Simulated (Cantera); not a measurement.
Input: 1 mol SiO2, 1.2 mol MgO, 7 mol H2, at 10000 Pa.

These are equilibrium values from Cantera (NASA tables, ideal gas, pure condensed phases), not measurements of a reactor. Candidate condensed phases: H2O, Mg, MgO, Mg(OH)2, MgSiO3, Mg2SiO4, Si, SiO2; 24 gas species. Mutual solubility and eutectic melting of coexisting phases are not modelled. The tables' values for MgH, SiO2 are old estimates; treat these amounts as uncertain. The tables hold silica as quartz up to 1696 K and as liquid above; real silica turns to tridymite and cristobalite and melts near 1996 K. Condensed phases not in the tables: alloys, solid solutions and most ternary compounds. Rates play no part.

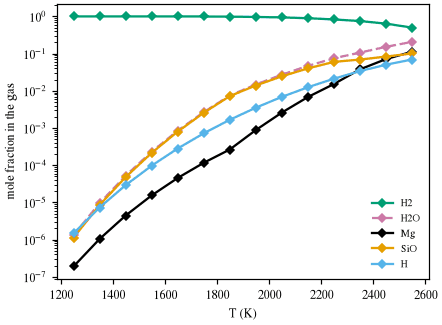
Equilibrium gas composition (values under 1e-9 drawn at 1e-9)

From 1248 K to 1748 K the condensed part is MgSiO3(s) + Mg2SiO4(s). At 1848 K the condensed part is Mg2SiO4(s) + SiO2(condensed). From 1948 K to 2148 K the condensed part is MgSiO3(l) + Mg2SiO4(s). From 2248 K to 2548 K the condensed part is Mg2SiO4(l). The main Si-bearing gas is SiO throughout.
